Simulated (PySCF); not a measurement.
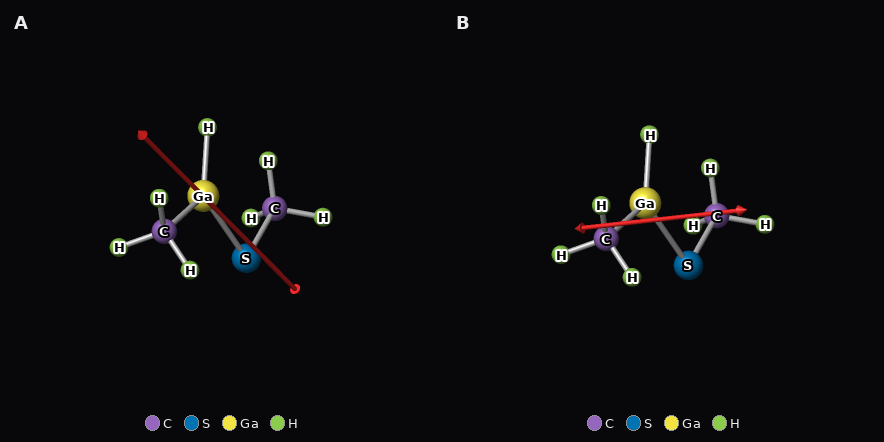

The double arrows show the directions of two transition dipoles from the ground state (lengths mean nothing). The geometry was computed by an optimisation with PBE0-D3(BJ)/def2-SVP. No frequency run is at hand to confirm it as a minimum. Method: TDDFT PBE0/def2-TZVPD, vertical, gas phase, core orbitals frozen in the response (PySCF 2.14.0).

> One belongs to singlet state 1 and one to singlet state 5. Which is which?

A: state 1, 5.01 eV (248 nm), oscillator strength 0.074, mainly HOMO → LUMO (weight 0.96).
B: state 5, 5.89 eV (211 nm), oscillator strength 0.043, mainly HOMO → LUMO+1 (weight 0.91).
